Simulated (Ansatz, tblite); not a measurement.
# The cluster In10P10: which spin state is lowest

Aim: set other spin states of the cluster In10P10 against its singlet, on many levels of theory.

Program: Ansatz 0.2.0, Gaussian basis. Level of theory: as each input shows. These are calculated values, not measurements.

The runs, in order: triplet, at the geometry of the singlet (GFN1-xTB, GFN2-xTB, PBE0-D4/def2-SVP, PBE-D4/def2-SVP); the singlet's energies come from earlier runs.

4 further runs of the same task are left out: 4 set aside as unsound or not needed.

### 1 The relaxed structure

The geometry is that of the singlet, from an earlier relaxation (PBE-D4/def2-SVP).

20 atoms, charge 0, spin multiplicity 1.

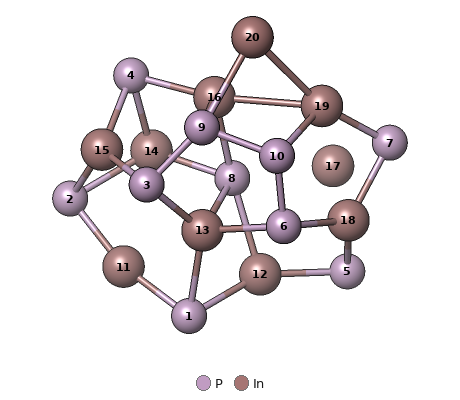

The geometry (phosphorus pink, indium brown); atoms are numbered from 1 in the order of the file.

In takes a core potential in the def2 sets. No spin-orbit coupling is included.

### 2 Triplet at the fixed geometry, GFN1-xTB

Tight binding, by tblite at 300 K electronic temperature and without a spin-polarisation term:

```python
tblite.interface.Calculator('GFN1-xTB', numbers, positions, charge=0, uhf=2).singlepoint()
```

Energy -1141.6862 eV; 0.25 s.

### 3 Triplet at the fixed geometry, GFN2-xTB

Tight binding, by tblite at 300 K electronic temperature and without a spin-polarisation term:

```python
tblite.interface.Calculator('GFN2-xTB', numbers, positions, charge=0, uhf=2).singlepoint()
```

Energy -1026.1286 eV; 0.43 s.

### 4 Triplet at the fixed geometry, PBE0-D4/def2-SVP

in.yaml

```yaml
crystal:
  periodic: [false, false, false]
  atoms:
    - {symbol: P, position_ang: [-2.815069, -2.782129, 0.397271]}
    - {symbol: P, position_ang: [-4.327830, 1.442698, -1.367621]}
    - {symbol: P, position_ang: [-1.713504, 1.320119, 2.570963]}
    - {symbol: P, position_ang: [-1.130619, 3.659373, -1.298352]}
    - {symbol: P, position_ang: [1.350032, -4.095386, -1.687102]}
    - {symbol: P, position_ang: [0.983550, -1.591315, 2.176296]}
    - {symbol: P, position_ang: [4.282522, -1.387667, -0.865067]}
    - {symbol: P, position_ang: [-0.100331, -0.214360, -1.318126]}
    - {symbol: P, position_ang: [0.426400, 1.984465, 2.597421]}
    - {symbol: P, position_ang: [1.877837, 0.307700, 2.751558]}
    - {symbol: In, position_ang: [-3.875483, -0.843253, -0.673974]}
    - {symbol: In, position_ang: [-0.725873, -2.925401, -1.132996]}
    - {symbol: In, position_ang: [-1.193316, -0.752177, 1.144387]}
    - {symbol: In, position_ang: [-1.832253, 1.390184, -2.379769]}
    - {symbol: In, position_ang: [-2.620487, 2.474647, 0.425918]}
    - {symbol: In, position_ang: [0.735763, 2.153363, -0.288123]}
    - {symbol: In, position_ang: [2.258260, -1.517710, -3.126732]}
    - {symbol: In, position_ang: [2.344960, -2.599835, 0.133249]}
    - {symbol: In, position_ang: [3.307477, 0.583990, 0.285327]}
    - {symbol: In, position_ang: [2.767984, 3.392696, 1.655472]}
basis:
  gaussian: {orbitals: def2-SVP, fitting: {mean_field: def2-universal-jkfit}}
magnetization: {spin_polarized: true, initial_magnetization: 2}
hamiltonian: {xc: pbe0, dispersion: d4}
scf: {omitted_lower_state_checks: [starts]}
output: {orbitals: {seedname: orbitals}}
```

The run is started by

```console
ansatz run in.yaml --threads 2 --pin off --events-out ev --progress --plain --max-ram 31744MiB --backend cuda --devices 0, --max-vram 18GiB
```

The program printed:

```text
Functional definition: PBE0
  name "PBE0"
  cite "Adamo & Barone, J. Chem. Phys. 110, 6158 (1999) doi:10.1063/1.478522"
  cite "Perdew, Burke & Ernzerhof, Phys. Rev. Lett. 77, 3865 (1996) doi:10.1103/PhysRevLett.77.3865"
  parent pbe
  parameter a = 0.25
  parameter kappa = 0.804
  parameter beta = 0.06672455060314922
  exchange = (1 - a)*pbe_x(kappa = kappa, mu = beta*pi^2/3) + a*exact_x
  correlation = pbe_c(beta = beta)
these checks for a lower state are left out or cut short: starts
3460 factors; integrals over basis functions are off by at most 4.7e-3 eV
mean field evaluation 1: about -144567.6132 eV, gradient 3.3e1 eV
mean field evaluation 2: about -144476.3671 eV, gradient 1.0e2 eV
mean field evaluation 4: about -144574.3398 eV, gradient 1.4e1 eV
mean field evaluation 8: about -144575.9733 eV, gradient 8.8e-1 eV
mean field evaluation 16: about -144575.9837 eV, gradient 2.8e-2 eV
mean field evaluation 32: about -144575.9837 eV, gradient 1.3e-4 eV
mean field -144575.98373380 eV, -5313.0694050958 hartree, gradient 1.5e-5 eV, S^2 2.024861; 0 other end points of the search recorded, 0 dependent functions left out
reference -144575.98378767 eV, -5313.0694070752 hartree; 181, 179 occupied and 259, 261 virtual orbitals, 3460 factors
Total energy: -144578.62851708 eV, -5313.1665990885 hartree
Checks for a lower state left out: starts
```

It took 12 s on 1 × H100 (card shared with other runs) with 2 threads of AMD EPYC 7R13, shared host; peak host memory 1.1 GiB.

From the report: HOMO -4.73 eV, LUMO -4.42 eV (over both spins); ⟨S²⟩ 2.025 (pure: 2.00).

### 5 Triplet at the fixed geometry, PBE-D4/def2-SVP

start.molden holds the orbitals of an earlier run on this state, given as this run's starting guess.

Edit in.yaml of step 4 so:

```diff
@@ -24,5 +24,5 @@
 basis:
-  gaussian: {orbitals: def2-SVP, fitting: {mean_field: def2-universal-jkfit}}
+  gaussian: {orbitals: def2-SVP, fitting: {mean_field: def2-universal-jkfit}, initial_orbitals: start.molden}
 magnetization: {spin_polarized: true, initial_magnetization: 2}
-hamiltonian: {xc: pbe0, dispersion: d4}
+hamiltonian: {xc: pbe, dispersion: d4}
 scf: {omitted_lower_state_checks: [starts]}
```

Same command.

The program printed:

```text
Functional definition: PBE
  name "PBE"
  cite "Perdew, Burke & Ernzerhof, Phys. Rev. Lett. 77, 3865 (1996) doi:10.1103/PhysRevLett.77.3865"
  parent pbe
  parameter kappa = 0.804
  parameter beta = 0.06672455060314922
  exchange = pbe_x(kappa = kappa, mu = beta*pi^2/3)
  correlation = pbe_c(beta = beta)
these checks for a lower state are left out or cut short: starts
3460 factors; integrals over basis functions are off by at most 4.7e-3 eV
mean field evaluation 1: about -144569.1654 eV, gradient 9.7e0 eV
mean field evaluation 2: about -144569.7591 eV, gradient 6.0e-1 eV
mean field evaluation 4: about -144569.7908 eV, gradient 3.7e-1 eV
mean field evaluation 8: about -144569.8021 eV, gradient 3.9e-2 eV
mean field evaluation 16: about -144569.8022 eV, gradient 1.2e-4 eV
mean field -144569.80220952 eV, -5312.8422382683 hartree, gradient 1.7e-6 eV, S^2 2.008121; 0 other end points of the search recorded, 0 dependent functions left out
reference -144569.80228069 eV, -5312.8422408838 hartree; 181, 179 occupied and 259, 261 virtual orbitals, 3460 factors
Total energy: -144572.71177122 eV, -5312.9491626888 hartree
Checks for a lower state left out: starts
```

Wall time 8 s (1 × H100 (card shared with other runs) with 2 threads of AMD EPYC 7R13, shared host); peak host memory 1.1 GiB.

HOMO -4.08 eV, LUMO -4.79 eV (over both spins; with the spin held, an empty level of the minority spin lies below the top filled one); ⟨S²⟩ 2.008 (pure: 2.00).

### 6 Triplet less singlet, vertical

The singlet's energies are those of its earlier runs, whose logs aren't repeated here.

```csv
level,"triplet less singlet, vertical (eV)",time
GFN1-xTB,+0.740,0.52 s
GFN2-xTB,+0.556,0.89 s
PBE-D4/def2-SVP,+0.754,14 s
PBE0-D4/def2-SVP,+0.744,20 s
```

Times add the two runs; a level without a time comes out of a correlated run. Tight binding without a spin term can't rank spin states.

### 7 Outcome

```
                                               quantity                                   value
triplet less singlet, vertical, functionals in def2-SVP  +0.744 (PBE0-D4) to +0.754 eV (PBE-D4)
```

What this shows: All functionals put the triplet above the singlet, over a spread of 0.010 eV. The checks for a lower triplet were left out, so another state of that spin may lie lower. These are electronic energies, without zero-point motion, entropy or surroundings.
